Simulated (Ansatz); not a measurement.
# CH3Cl2Si (SMILES [CH2][SiH](Cl)Cl) at UCCSD(T)/6-31G(d) (spherical functions)

Aim: the vertical ionisation energy of CH3Cl2Si at UCCSD(T)/6-31G* (spherical functions), from 2 runs. 

Program for the calculation: Ansatz 0.2.0.

58 further runs of the same task are left out: 2 that didn't finish, 56 set aside as unsound or not needed. Runs told in other sessions of the task aren't counted.

## Step 1: The structure to begin with

CH3Cl2Si has 7 atoms, charge 0, and is taken as a doublet. SMILES: `[CH2][SiH](Cl)Cl`. The shape is that of a PBE0-D4/def2-TZVP optimisation. This is one conformer, not always the lowest.

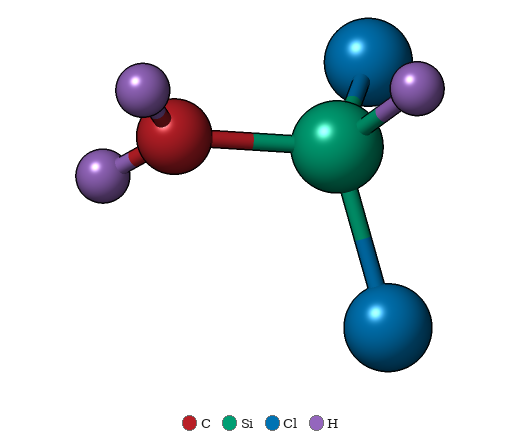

The structure, seen from a chosen angle (carbon red, silicon teal, chlorine blue, hydrogen purple).

## Step 2: A single-point energy at UCCSD(T)/6-31G(d) (spherical functions)

File input.yaml:

```yaml
basis:
  gaussian:
    orbitals: 6-31G_st_-spherical.json
crystal:
  periodic: [false, false, false]
  atoms:
    - {symbol: C, position_ang: [-0.692700, 0.892600, 0.197500]}
    - {symbol: Si, position_ang: [0.466300, -0.499500, -0.003900]}
    - {symbol: Cl, position_ang: [1.593800, -0.235400, -1.694300]}
    - {symbol: Cl, position_ang: [-0.574000, -2.252500, -0.209200]}
    - {symbol: H, position_ang: [-1.447700, 1.127200, -0.545500]}
    - {symbol: H, position_ang: [-0.668800, 1.540600, 1.067500]}
    - {symbol: H, position_ang: [1.384500, -0.641000, 1.142000]}
magnetization:
  spin_polarized: true
  initial_magnetization: 1
correlation:
  method: ccsd_t
  frozen_orbitals: {C: 1, Cl: 5, H: 0, Si: 5}
accuracy: high
scf:
  omitted_lower_state_checks: [cluster_reference, increment]
```

The basis set 6-31G* is read from a file made from the Basis Set Exchange's data (not shown).

Run with:

```
$ ansatz run input.yaml --threads 1 --pin off --max-ram 3480MiB --events-out events.jsonl --progress --plain --runs-dir runs
```

The program printed:

```text
Warning: RAYON_NUM_THREADS=1 ignored (pool sized by the plan → 1); use --threads N
Functional definition: HF
  name "HF"
  exchange = exact_x
  correlation = 0
these checks for a lower state are left out or cut short: cluster_reference, increment
1599 factors; integrals over basis functions are off by at most 3.7e-9 eV
mean field evaluation 1: about -33946.2177 eV, gradient 1.4e1 eV
mean field evaluation 2: about -33946.3038 eV, gradient 1.4e1 eV
mean field evaluation 4: about -33947.7933 eV, gradient 1.7e0 eV
mean field evaluation 8: about -33947.8258 eV, gradient 2.3e-1 eV
mean field evaluation 16: about -33947.8269 eV, gradient 2.7e-8 eV
mean field -33947.82689157 eV, -1247.5596276017 hartree, gradient 5.3e-8 eV, S^2 0.759953; 0 other end points of the search recorded, 0 dependent functions left out
16 core orbitals not correlated: weight in the atoms' cores, before any rotation towards them, 1.000 or more for the frozen orbitals, at most 0.000 for the correlated occupied ones
reference -33947.82689157 eV, -1247.5596276017 hartree; 13, 12 occupied and 45, 46 virtual orbitals, 1599 factors
second order -11.74519967 eV of doubles, -0.00000000 eV of singles
cycle   1  -12.74042312 eV  change    -1.0e0 eV  update   7.3e-2
cycle   2  -13.05270660 eV  change   -3.1e-1 eV  update   2.3e-2
cycle   3  -13.10369400 eV  change   -5.1e-2 eV  update   1.0e-2
cycle   4  -13.10394151 eV  change   -2.5e-4 eV  update   3.5e-3
cycle   5  -13.10347377 eV  change    4.7e-4 eV  update   1.5e-3
cycle   6  -13.10382799 eV  change   -3.5e-4 eV  update   4.8e-4
cycle   7  -13.10400449 eV  change   -1.8e-4 eV  update   2.0e-4
cycle   8  -13.10401506 eV  change   -1.1e-5 eV  update   6.6e-5
cycle   9  -13.10400958 eV  change    5.5e-6 eV  update   3.2e-5
cycle  10  -13.10400374 eV  change    5.8e-6 eV  update   9.7e-6
cycle  11  -13.10400326 eV  change    4.7e-7 eV  update   3.9e-6
cycle  12  -13.10400238 eV  change    8.8e-7 eV  update   1.2e-6
cycle  13  -13.10400229 eV  change    9.4e-8 eV  update   4.5e-7
cycle  14  -13.10400199 eV  change    3.0e-7 eV  update   1.7e-7
cycle  15  -13.10400193 eV  change    5.8e-8 eV  update   6.9e-8
cycle  16  -13.10400192 eV  change    7.0e-9 eV  update   3.2e-8
cycle  17  -13.10400193 eV  change   -5.8e-9 eV  update   2.1e-8
cycle  18  -13.10400197 eV  change   -4.2e-8 eV  update   8.0e-8
cycle  19  -13.10400198 eV  change   -6.9e-9 eV  update   1.9e-8
cycle  20  -13.10400198 eV  change   -3.5e-9 eV  update   5.1e-9
cycle  21  -13.10400198 eV  change   -1.9e-9 eV  update   2.2e-9
cycle  22  -13.10400198 eV  change   -1.0e-9 eV  update  9.5e-10
perturbative correction -0.32203911 eV, -0.0118347189 hartree
Total energy: -33961.25293266 eV, -1248.0530255113 hartree
Checks for a lower state left out: cluster_reference, increment
```

It took 26 s on 1 thread of Arm Neoverse V2, shared host; peak memory 0.49 GiB.

## Step 3: The singlet cation at the same level

File in.yaml:

```yaml
crystal:
  periodic: [false, false, false]
  atoms:
    - {symbol: C, position_ang: [-0.692700, 0.892600, 0.197500]}
    - {symbol: Si, position_ang: [0.466300, -0.499500, -0.003900]}
    - {symbol: Cl, position_ang: [1.593800, -0.235400, -1.694300]}
    - {symbol: Cl, position_ang: [-0.574000, -2.252500, -0.209200]}
    - {symbol: H, position_ang: [-1.447700, 1.127200, -0.545500]}
    - {symbol: H, position_ang: [-0.668800, 1.540600, 1.067500]}
    - {symbol: H, position_ang: [1.384500, -0.641000, 1.142000]}
basis:
  gaussian: {orbitals: 6-31G_st_-spherical.json}
total_charge: 1
correlation: {method: ccsd_t, frozen_orbitals: {C: 1, Cl: 5, H: 0, Si: 5}}
accuracy: high
scf: {omitted_lower_state_checks: [cluster_reference, increment]}
```

The basis set 6-31G* is read from a file made from the Basis Set Exchange's data (not shown).

Run with:

```
$ ansatz run in.yaml --threads 1 --pin off --max-ram 3480MiB --events-out events.jsonl --progress --plain --runs-dir runs
```

The program printed:

```text
Warning: RAYON_NUM_THREADS=1 ignored (pool sized by the plan → 1); use --threads N
[... 4 set-up lines as earlier in the session ...]
these checks for a lower state are left out or cut short: cluster_reference, increment
1598 factors; integrals over basis functions are off by at most 3.7e-9 eV
mean field evaluation 1: about -33935.8414 eV, gradient 2.5e1 eV
mean field evaluation 2: about -33935.9336 eV, gradient 2.5e1 eV
mean field evaluation 4: about -33938.2069 eV, gradient 2.4e0 eV
mean field evaluation 8: about -33938.2422 eV, gradient 1.9e-1 eV
mean field evaluation 16: about -33938.2426 eV, gradient 1.3e-8 eV
mean field -33938.24262722 eV, -1247.2074123833 hartree, gradient 1.3e-8 eV, S^2 0.000000; 0 other end points of the search recorded, 0 dependent functions left out
16 core orbitals not correlated: weight in the atoms' cores, before any rotation towards them, 1.000 or more for the frozen orbitals, at most 0.000 for the correlated occupied ones
reference -33938.24262722 eV, -1247.2074123833 hartree; 12, 12 occupied and 46, 46 virtual orbitals, 1598 factors
second order -11.50174256 eV of doubles, -0.00000000 eV of singles
cycle   1  -12.50412182 eV  change    -1.0e0 eV  update   1.0e-1
cycle   2  -12.83559061 eV  change   -3.3e-1 eV  update   3.5e-2
cycle   3  -12.94772240 eV  change   -1.1e-1 eV  update   3.5e-2
cycle   4  -12.96833661 eV  change   -2.1e-2 eV  update   1.9e-2
cycle   5  -12.96128837 eV  change    7.0e-3 eV  update   1.4e-2
cycle   6  -12.96483160 eV  change   -3.5e-3 eV  update   6.1e-3
cycle   7  -12.96830359 eV  change   -3.5e-3 eV  update   2.9e-3
cycle   8  -12.96889235 eV  change   -5.9e-4 eV  update   1.7e-3
cycle   9  -12.96930815 eV  change   -4.2e-4 eV  update   9.6e-4
cycle  10  -12.96908755 eV  change    2.2e-4 eV  update   4.0e-4
cycle  11  -12.96896276 eV  change    1.2e-4 eV  update   2.2e-4
cycle  12  -12.96900157 eV  change   -3.9e-5 eV  update   1.5e-4
cycle  13  -12.96904027 eV  change   -3.9e-5 eV  update   9.9e-5
cycle  14  -12.96911011 eV  change   -7.0e-5 eV  update   5.4e-5
cycle  15  -12.96912714 eV  change   -1.7e-5 eV  update   2.2e-5
cycle  16  -12.96912006 eV  change    7.1e-6 eV  update   8.4e-6
cycle  17  -12.96911485 eV  change    5.2e-6 eV  update   4.7e-6
cycle  18  -12.96911302 eV  change    1.8e-6 eV  update   1.6e-6
cycle  19  -12.96911267 eV  change    3.5e-7 eV  update   7.7e-7
cycle  20  -12.96911281 eV  change   -1.3e-7 eV  update   3.7e-7
cycle  21  -12.96911282 eV  change   -1.6e-8 eV  update   2.3e-7
cycle  22  -12.96911275 eV  change    7.3e-8 eV  update   1.2e-7
cycle  23  -12.96911272 eV  change    3.1e-8 eV  update   6.9e-8
cycle  24  -12.96911268 eV  change    3.8e-8 eV  update   4.5e-8
cycle  25  -12.96911314 eV  change   -4.5e-7 eV  update   1.5e-7
cycle  26  -12.96911318 eV  change   -4.0e-8 eV  update   5.3e-8
cycle  27  -12.96911317 eV  change    1.4e-9 eV  update   2.8e-8
cycle  28  -12.96911318 eV  change   -3.3e-9 eV  update   1.3e-8
cycle  29  -12.96911317 eV  change    3.7e-9 eV  update   7.0e-9
cycle  30  -12.96911317 eV  change   9.4e-10 eV  update   3.6e-9
cycle  31  -12.96911317 eV  change   -1.4e-9 eV  update   2.5e-9
perturbative correction -0.38484688 eV, -0.0141428622 hartree
Total energy: -33951.59658728 eV, -1247.6981613638 hartree
Checks for a lower state left out: cluster_reference, increment
```

Run time: 9.3 s. Hardware: 1 thread of Arm Neoverse V2, shared host; peak memory 0.29 GiB.

## Step 4: Outcome

Level: UCCSD(T)/6-31G* (spherical functions), 16 core orbitals frozen.

| quantity | value |
| --- | --- |
| doublet CH3Cl2Si: total energy | -1248.05303 Eh |
| doublet CH3Cl2Si: correlation energy (16 core orbitals frozen) | -493.4 mEh |
| doublet CH3Cl2Si: (T) correction | -11.83 mEh |
| doublet CH3Cl2Si: ⟨S²⟩ of the reference determinant | 0.760 |
| doublet CH3Cl2Si: T1 diagnostic | 0.010 |
| singlet cation: total energy | -1247.69816 Eh |
| singlet cation: correlation energy (16 core orbitals frozen) | -490.7 mEh |
| singlet cation: (T) correction | -14.14 mEh |
| singlet cation: T1 diagnostic | 0.028 |
| vertical ionisation energy (to the singlet cation) | 9.656 eV |

What this shows: The vertical ionisation energy comes to 9.66 eV (223 kcal/mol). Only the singlet of the ionised species was computed; a triplet could lie lower. The triples (doublet CH3Cl2Si) make up 2.4 % of the correlation energy. The T1 diagnostic (singlet cation) of 0.028 is above the customary mark for such species, so a single reference may not serve. The triples (singlet cation) make up 2.9 % of the correlation energy.
